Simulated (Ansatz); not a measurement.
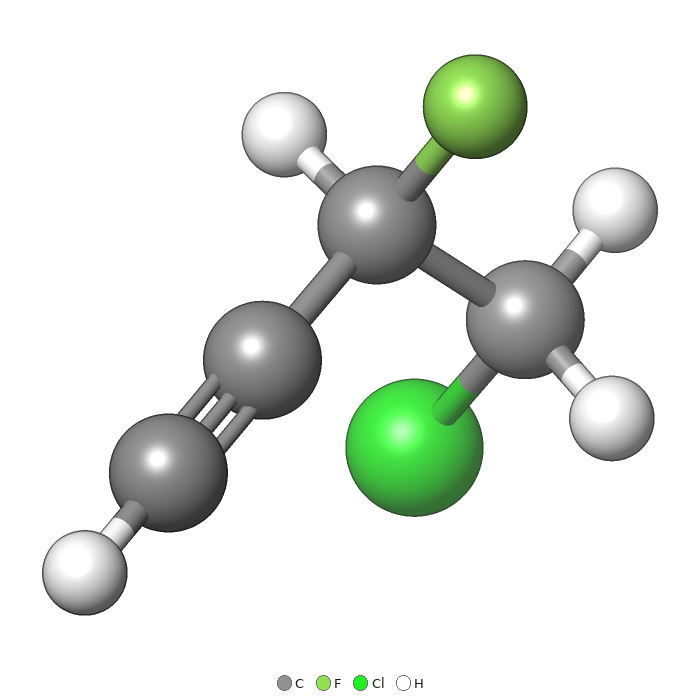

Computed geometry: PBE0-D4/def2-TZVP optimisation. No frequency run is at hand to confirm it as a minimum.

Draw it as a skeletal formula.

SMILES: C#C[C@@H](F)CCl

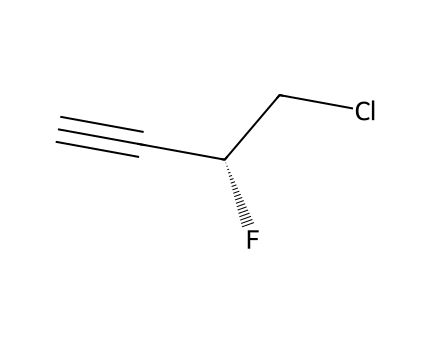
